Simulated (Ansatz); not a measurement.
CH$_{2}$BO$_{2}$ (SMILES O=CB[O-]) (charge −1)

```xyz
6

C     0.0320   -1.1658   -0.4174
B    -1.1927   -0.0727   -0.3059
O     0.0078   -2.3136   -0.8898
O    -0.9703    1.0849    0.2430
H     1.0351   -0.7996    0.0070
H    -2.2839   -0.4783   -0.7835
```

Geometry: BLYP-D3(BJ)/def2-SVPD.

The calculation used isolated molecule in a Gaussian basis; Kohn-Sham density functional theory, functional PBE0 in Ansatz.

> What will maps of the electron density and electron localisation function show?

C–O (1.24 Å): ρ at the midpoint is about 3.1 e/Å³; the ELF peaks at about 0.85 between the atoms (a short, strongly polar bond).
B–O (1.30 Å): ρ at the midpoint is about 2.5 e/Å³; the ELF peaks at about 0.85 between the atoms: a polar covalent bond.
C–B (1.65 Å): ρ is about 1.3 e/Å³ halfway; the ELF peaks at about 1 between the atoms, as expected for localised, covalent bonding.
C–H (1.15 Å): ρ at the midpoint is about 1.8 e/Å³; the ELF climbs to about 1 towards the hydrogen, as it does in any bond to H (a covalent bond by its length).

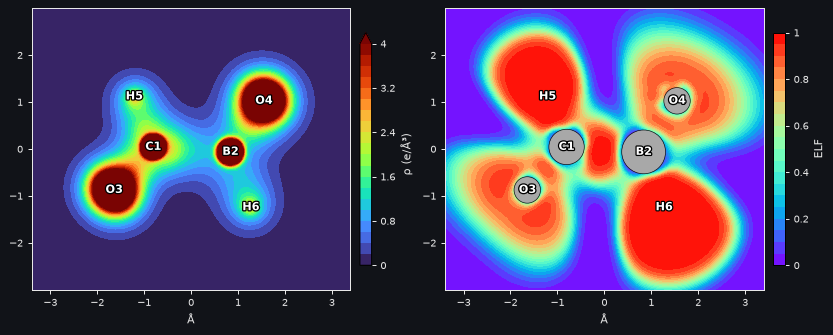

Computed electron density and electron localisation function on the molecular plane, in this order. Grey discs cover the atomic cores in the ELF map. 
